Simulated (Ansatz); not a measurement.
# O3W: the cost of one run

Computed with Ansatz 0.2.0 (the levels named in each step, unless a step's input says otherwise).

## (1) The starting structure

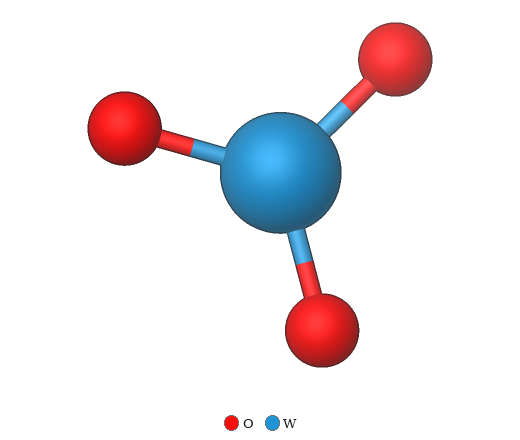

The starting structure, seen from a chosen angle (oxygen red, tungsten blue).

As a file:

```xyz
4

O    -0.1879    1.7073   -0.0244
W     0.0000    0.0000   -0.0001
O     1.5726   -0.6911    0.0043
O    -1.3847   -1.0163    0.0202
```

## (2) A rough first relaxation, PBE-D4/def2-SVPD

input.yaml

```yaml
crystal:
  periodic: [false, false, false]
  atoms:
    - { symbol: O, position_ang: [-0.1879, 1.70727, -0.02439] }
    - { symbol: W, position_ang: [1.0e-05, 1.0e-05, -9.0e-05] }
    - { symbol: O, position_ang: [1.57261, -0.69107, 0.00432] }
    - { symbol: O, position_ang: [-1.38473, -1.01627, 0.02018] }
basis:
  gaussian: { orbitals: def2-SVPD }
hamiltonian:
  xc: pbe
  dispersion: d4
relax:
  f_tol: 0.03
  max_steps: 200
```

Launch:

```bash
$ ansatz run input.yaml --threads 4 --pin off --max-ram 10240MiB --backend cpu --events-out ev --progress --plain --runs-dir out
```

Q: Estimate wall time and peak memory on 4 threads of AMD EPYC 9R45 (Zen 5), shared host.

About 4.4 s, with a peak of 0.2 GiB.
